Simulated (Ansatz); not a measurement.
The starting structures come from a database of crystals and need not be the phases stable at ambient conditions.

 Where the default PAW files enter, the runs use the earlier of Ansatz's two default sets.

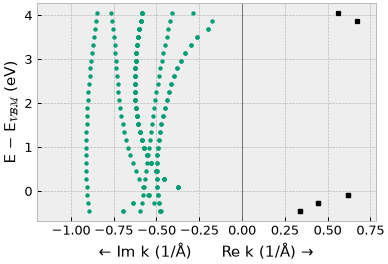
Complex bands at the centre of the two-dimensional zone; r2SCAN (Ansatz, a quantum-chemistry and plane-wave program)

No gap correction and no spin-orbit coupling; mid-gap values are interpolated between computed energies.

Question: This is Mg2H6Os (Fm-3m, not sure to be the ambient phase, 9 atoms a cell, 8.1 Å³ an atom) along the normal of (001). Read off the slowest decay at the centre of the two-dimensional zone at 1.89 eV, the computed energy nearest the middle of the gap.

Answer: κ ≈ 0.45 1/Å, a decay length 1/(2κ) of the density of 1.1 Å.
